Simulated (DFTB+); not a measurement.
CH$_{5}$ClFSi$_{2}$: geometry relaxation (part 2 of 2)

Continued. System: CH$_{5}$ClFSi$_{2}$, multiplicity 2. Method: GFN1-xTB, R-SCC, dispersion built in (DFTB+ 25.1). The geometry comes from this level: GFN2-xTB.

Geometry of the input (Å):
```
F  -2.1382  -2.1574  0.4353
Si -1.4442  -1.0107  -0.4972
C  -0.2652  -0.0489  0.6324
Si 0.9769  1.0296  -0.3124
Cl 2.2334  1.9149  0.9938
H  -0.8428  -1.8030  -1.5569
H  0.2680  -0.7761  1.2507
H  -0.8349  0.5721  1.3253
H  0.2684  2.0700  -1.0532
H  1.7787  0.2094  -1.2178
```

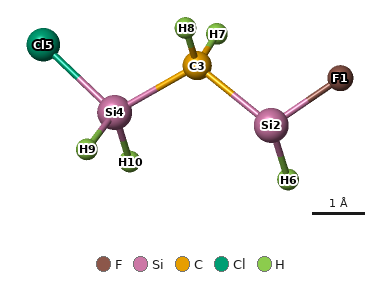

Figure 1. The geometry at step 7 of the log (ball-and-stick view, seen at a tilt; atoms are numbered from 1 in the order of the input).

### What the program printed, continued
```
Total Energy:                      -17.9934865848 H         -489.6277 eV
Extrapolated to 0K:                -17.9934865848 H         -489.6277 eV
Total Mermin free energy:          -17.9934865848 H         -489.6277 eV
Force related energy:              -17.9934865848 H         -489.6277 eV

Maximal force component:             0.628063E-02
Averaged force norm:                 0.445002E-02

--------------------------------------------------------------------------------

***  Geometry step: 7

 iSCC Total electronic   Diff electronic      SCC error
    1   -0.18089948E+02    0.00000000E+00    0.15919345E-02
    2   -0.18089950E+02   -0.27370749E-03    0.13139330E-02
    3   -0.18089951E+02   -0.26805184E-05    0.67907176E-03
    4   -0.18089951E+02   -0.82289338E-06    0.16332761E-03
    5   -0.18089951E+02   -0.30868492E-07    0.40996662E-04
    6   -0.18089951E+02   -0.11455761E-07    0.11070359E-04
    7   -0.18089951E+02   -0.91336005E-09    0.42862141E-05

Total Energy:                      -17.9936696365 H         -489.6327 eV
Extrapolated to 0K:                -17.9936696365 H         -489.6327 eV
Total Mermin free energy:          -17.9936696365 H         -489.6327 eV
Force related energy:              -17.9936696365 H         -489.6327 eV

Maximal force component:             0.486588E-02
Averaged force norm:                 0.321680E-02

--------------------------------------------------------------------------------

***  Geometry step: 8

 iSCC Total electronic   Diff electronic      SCC error
    1   -0.18090200E+02    0.00000000E+00    0.52646395E-03
    2   -0.18090200E+02   -0.24893590E-03    0.33178039E-03
    3   -0.18090201E+02   -0.22562111E-06    0.17120345E-03
    4   -0.18090201E+02   -0.62266526E-07    0.54151085E-04
    5   -0.18090201E+02   -0.21993962E-08    0.20811963E-04
    6   -0.18090201E+02   -0.10923031E-08    0.49653603E-05

Total Energy:                      -17.9937004733 H         -489.6335 eV
Extrapolated to 0K:                -17.9937004733 H         -489.6335 eV
Total Mermin free energy:          -17.9937004733 H         -489.6335 eV
Force related energy:              -17.9937004733 H         -489.6335 eV

Maximal force component:             0.430459E-02
Averaged force norm:                 0.290435E-02

--------------------------------------------------------------------------------

***  Geometry step: 9

 iSCC Total electronic   Diff electronic      SCC error
    1   -0.18092502E+02    0.00000000E+00    0.42100035E-02
    2   -0.18092519E+02   -0.23009809E-02    0.26123686E-02
    3   -0.18092524E+02   -0.17369773E-04    0.14067591E-02
    4   -0.18092524E+02   -0.48831896E-05    0.40211202E-03
    5   -0.18092524E+02   -0.13311373E-06    0.17293055E-03
    6   -0.18092524E+02   -0.70796830E-07    0.50458224E-04
    7   -0.18092524E+02   -0.38368775E-08    0.21181819E-04
    8   -0.18092524E+02   -0.29815084E-09    0.45344600E-05

Total Energy:                      -17.9938917795 H         -489.6387 eV
Extrapolated to 0K:                -17.9938917795 H         -489.6387 eV
Total Mermin free energy:          -17.9938917795 H         -489.6387 eV
Force related energy:              -17.9938917795 H         -489.6387 eV

Maximal force component:             0.166358E-02
Averaged force norm:                 0.119321E-02

--------------------------------------------------------------------------------

***  Geometry step: 10

 iSCC Total electronic   Diff electronic      SCC error
    1   -0.18092058E+02    0.00000000E+00    0.30143161E-02
    2   -0.18092067E+02    0.46643765E-03    0.12605312E-02
    3   -0.18092070E+02   -0.92422990E-05    0.55729364E-03
    4   -0.18092070E+02   -0.28058533E-05    0.24232191E-03
    5   -0.18092070E+02   -0.63481480E-07    0.76625946E-04
    6   -0.18092070E+02   -0.54672356E-08    0.11167467E-04
    7   -0.18092070E+02   -0.12916033E-08    0.55832804E-05

Total Energy:                      -17.9939103607 H         -489.6392 eV
Extrapolated to 0K:                -17.9939103607 H         -489.6392 eV
Total Mermin free energy:          -17.9939103607 H         -489.6392 eV
Force related energy:              -17.9939103607 H         -489.6392 eV

Maximal force component:             0.335659E-02
Averaged force norm:                 0.197182E-02

--------------------------------------------------------------------------------

***  Geometry step: 11

 iSCC Total electronic   Diff electronic      SCC error
    1   -0.18093028E+02    0.00000000E+00    0.40889450E-02
    2   -0.18093044E+02   -0.95786070E-03    0.17136398E-02
    3   -0.18093048E+02   -0.16100863E-04    0.89936118E-03
    4   -0.18093048E+02   -0.47028661E-05    0.29197246E-03
    5   -0.18093048E+02   -0.11880974E-06    0.89026438E-04
    6   -0.18093048E+02   -0.13422238E-07    0.27300152E-04
    7   -0.18093048E+02   -0.25789220E-08    0.10660807E-04
    8   -0.18093048E+02   -0.26615865E-09    0.21339288E-05

Total Energy:                      -17.9939559692 H         -489.6405 eV
Extrapolated to 0K:                -17.9939559692 H         -489.6405 eV
Total Mermin free energy:          -17.9939559692 H         -489.6405 eV
Force related energy:              -17.9939559692 H         -489.6405 eV

Maximal force component:             0.262962E-02
Averaged force norm:                 0.145375E-02

--------------------------------------------------------------------------------

***  Geometry step: 12

 iSCC Total electronic   Diff electronic      SCC error
    1   -0.18092744E+02    0.00000000E+00    0.23600418E-02
    2   -0.18092750E+02    0.30454941E-03    0.13100989E-02
    3   -0.18092752E+02   -0.60948125E-05    0.65530346E-03
    4   -0.18092752E+02   -0.19232856E-05    0.27584730E-03
    5   -0.18092752E+02   -0.34679392E-07    0.80965636E-04
    6   -0.18092752E+02   -0.10948220E-07    0.11786438E-04
    7   -0.18092752E+02   -0.14816841E-08    0.71309282E-05

Total Energy:                      -17.9940661903 H         -489.6435 eV
Extrapolated to 0K:                -17.9940661903 H         -489.6435 eV
Total Mermin free energy:          -17.9940661903 H         -489.6435 eV
Force related energy:              -17.9940661903 H         -489.6435 eV

Maximal force component:             0.130537E-02
Averaged force norm:                 0.847371E-03

--------------------------------------------------------------------------------

***  Geometry step: 13

 iSCC Total electronic   Diff electronic      SCC error
    1   -0.18092724E+02    0.00000000E+00    0.11792044E-02
    2   -0.18092725E+02    0.28151847E-04    0.53966153E-03
    3   -0.18092725E+02   -0.11163222E-05    0.25541039E-03
    4   -0.18092725E+02   -0.34560930E-06    0.12708754E-03
    5   -0.18092725E+02   -0.10360882E-07    0.24387883E-04
    6   -0.18092725E+02   -0.32601726E-08    0.37591415E-05

Total Energy:                      -17.9941051444 H         -489.6445 eV
Extrapolated to 0K:                -17.9941051444 H         -489.6445 eV
Total Mermin free energy:          -17.9941051444 H         -489.6445 eV
Force related energy:              -17.9941051444 H         -489.6445 eV

Maximal force component:             0.541288E-03
Averaged force norm:                 0.468090E-03

Geometry converged

--------------------------------------------------------------------------------
--------------------------------------------------------------------------------
Pre-SCC initialisation                 +       0.03 ( 12.4%)       0.03 ( 11.9%)
SCC                                    +       0.17 ( 64.5%)       0.18 ( 65.3%)
Post-SCC processing                    +       0.06 ( 22.5%)       0.06 ( 22.4%)
--------------------------------------------------------------------------------
Missing                                +       0.00 (  0.5%)       0.00 (  0.4%)
Total                                  =       0.26 (100.0%)       0.27 (100.0%)
--------------------------------------------------------------------------------
```

### Trajectory as extended XYZ (Å, eV, eV/Å), 14 frames, from step=0 to step=13
```
10
Properties=species:S:1:pos:R:3 step=0 energy=-489.56632
F    -2.1382   -2.1574    0.4353
Si   -1.4442   -1.0107   -0.4972
C    -0.2652   -0.0489    0.6324
Si    0.9769    1.0296   -0.3124
Cl    2.2334    1.9149    0.9938
H    -0.8428   -1.8030   -1.5569
H     0.2680   -0.7761    1.2507
H    -0.8349    0.5721    1.3253
H     0.2684    2.0700   -1.0532
H     1.7787    0.2094   -1.2178
10
Properties=species:S:1:pos:R:3 step=1 energy=-489.53256
F    -2.1418   -2.1603    0.4391
Si   -1.4308   -1.0082   -0.4982
C    -0.2703   -0.0498    0.6344
Si    0.9745    1.0278   -0.3125
Cl    2.2335    1.9146    0.9950
H    -0.8461   -1.8007   -1.5571
H     0.2666   -0.7737    1.2479
H    -0.8327    0.5709    1.3232
H     0.2671    2.0713   -1.0535
H     1.7800    0.2080   -1.2184
10
Properties=species:S:1:pos:R:3 step=2 energy=-489.60324
F    -2.1298   -2.1488    0.4258
Si   -1.4724   -1.0183   -0.4929
C    -0.2524   -0.0470    0.6267
Si    0.9815    1.0331   -0.3120
Cl    2.2323    1.9147    0.9910
H    -0.8363   -1.8082   -1.5581
H     0.2714   -0.7813    1.2568
H    -0.8411    0.5764    1.3315
H     0.2706    2.0675   -1.0524
H     1.7761    0.2120   -1.2164
10
Properties=species:S:1:pos:R:3 step=3 energy=-489.61671
F    -2.1276   -2.1517    0.4250
Si   -1.4908   -1.0149   -0.4984
C    -0.2496   -0.0454    0.6280
Si    0.9860    1.0364   -0.3129
Cl    2.2342    1.9169    0.9900
H    -0.8314   -1.8110   -1.5550
H     0.2731   -0.7844    1.2607
H    -0.8409    0.5743    1.3305
H     0.2730    2.0651   -1.0521
H     1.7740    0.2147   -1.2158
10
Properties=species:S:1:pos:R:3 step=4 energy=-489.61995
F    -2.1278   -2.1540    0.4260
Si   -1.4956   -1.0125   -0.5016
C    -0.2503   -0.0438    0.6304
Si    0.9879    1.0378   -0.3140
Cl    2.2346    1.9175    0.9898
H    -0.8299   -1.8118   -1.5541
H     0.2739   -0.7855    1.2621
H    -0.8397    0.5724    1.3287
H     0.2738    2.0642   -1.0518
H     1.7732    0.2157   -1.2154
10
Properties=species:S:1:pos:R:3 step=5 energy=-489.62653
F    -2.1282   -2.1690    0.4300
Si   -1.5180   -0.9968   -0.5177
C    -0.2487   -0.0532    0.6274
Si    0.9917    1.0403   -0.3102
Cl    2.2441    1.9268    0.9905
H    -0.8233   -1.8127   -1.5397
H     0.2713   -0.7860    1.2638
H    -0.8385    0.5684    1.3278
H     0.2782    2.0621   -1.0539
H     1.7713    0.2201   -1.2179
10
Properties=species:S:1:pos:R:3 step=6 energy=-489.62771
F    -2.1278   -2.1698    0.4294
Si   -1.5198   -0.9961   -0.5180
C    -0.2498   -0.0541    0.6264
Si    0.9919    1.0403   -0.3090
Cl    2.2454    1.9281    0.9904
H    -0.8229   -1.8123   -1.5374
H     0.2707   -0.7863    1.2636
H    -0.8379    0.5676    1.3273
H     0.2788    2.0620   -1.0543
H     1.7714    0.2206   -1.2184
10
Properties=species:S:1:pos:R:3 step=7 energy=-489.63269
F    -2.1255   -2.1700    0.4260
Si   -1.5246   -0.9965   -0.5163
C    -0.2533   -0.0557    0.6222
Si    0.9920    1.0395   -0.3047
Cl    2.2489    1.9318    0.9899
H    -0.8223   -1.8111   -1.5311
H     0.2689   -0.7878    1.2632
H    -0.8362    0.5655    1.3263
H     0.2802    2.0622   -1.0555
H     1.7718    0.2220   -1.2202
10
Properties=species:S:1:pos:R:3 step=8 energy=-489.63353
F    -2.1254   -2.1697    0.4254
Si   -1.5246   -0.9972   -0.5155
C    -0.2537   -0.0556    0.6219
Si    0.9921    1.0395   -0.3044
Cl    2.2491    1.9320    0.9897
H    -0.8223   -1.8108   -1.5304
H     0.2685   -0.7880    1.2628
H    -0.8361    0.5654    1.3261
H     0.2804    2.0622   -1.0555
H     1.7719    0.2223   -1.2202
10
Properties=species:S:1:pos:R:3 step=9 energy=-489.63874
F    -2.1237   -2.1693    0.4188
Si   -1.5282   -1.0031   -0.5092
C    -0.2567   -0.0553    0.6186
Si    0.9946    1.0399   -0.3007
Cl    2.2521    1.9362    0.9857
H    -0.8223   -1.8078   -1.5206
H     0.2626   -0.7922    1.2577
H    -0.8351    0.5638    1.3254
H     0.2847    2.0610   -1.0550
H     1.7721    0.2267   -1.2207
10
Properties=species:S:1:pos:R:3 step=10 energy=-489.63925
F    -2.1264   -2.1758    0.4210
Si   -1.5253   -1.0006   -0.5098
C    -0.2577   -0.0538    0.6187
Si    0.9947    1.0395   -0.3002
Cl    2.2538    1.9385    0.9841
H    -0.8226   -1.8073   -1.5185
H     0.2591   -0.7950    1.2536
H    -0.8353    0.5650    1.3263
H     0.2868    2.0609   -1.0544
H     1.7731    0.2287   -1.2208
10
Properties=species:S:1:pos:R:3 step=11 energy=-489.64049
F    -2.1241   -2.1723    0.4163
Si   -1.5322   -1.0037   -0.5054
C    -0.2579   -0.0546    0.6167
Si    0.9959    1.0402   -0.2994
Cl    2.2551    1.9400    0.9834
H    -0.8206   -1.8070   -1.5150
H     0.2578   -0.7962    1.2534
H    -0.8350    0.5632    1.3253
H     0.2880    2.0604   -1.0545
H     1.7729    0.2299   -1.2209
10
Properties=species:S:1:pos:R:3 step=12 energy=-489.64348
F    -2.1280   -2.1839    0.4165
Si   -1.5357   -1.0018   -0.5028
C    -0.2604   -0.0525    0.6150
Si    0.9985    1.0409   -0.2967
Cl    2.2608    1.9473    0.9784
H    -0.8181   -1.8054   -1.5053
H     0.2482   -0.8046    1.2435
H    -0.8349    0.5638    1.3267
H     0.2939    2.0608   -1.0536
H     1.7757    0.2354   -1.2216
10
Properties=species:S:1:pos:R:3 step=13 energy=-489.64454
F    -2.1295   -2.1866    0.4153
Si   -1.5399   -1.0045   -0.5002
C    -0.2618   -0.0516    0.6136
Si    0.9996    1.0416   -0.2969
Cl    2.2639    1.9511    0.9766
H    -0.8155   -1.8041   -1.5003
H     0.2435   -0.8094    1.2387
H    -0.8345    0.5637    1.3280
H     0.2961    2.0626   -1.0533
H     1.7782    0.2371   -1.2215
```

### Key numbers

| quantity | value |
| --- | --- |
| outcome | converged |
| Mermin free energy | −17.994105 hartree |
| basis functions | 45 |
| largest force | 0.037 eV/Å |
| dipole moment | 0.76 D |
| hardware | 1 thread of Intel Xeon @ 2.90GHz (Ice Lake), 32 GiB of memory available, shared host |
| peak memory | 0.071 GiB |

### Remarks

Settings chosen away from the usual ones: optimiser. Further notes kept with the run: no spin polarisation.
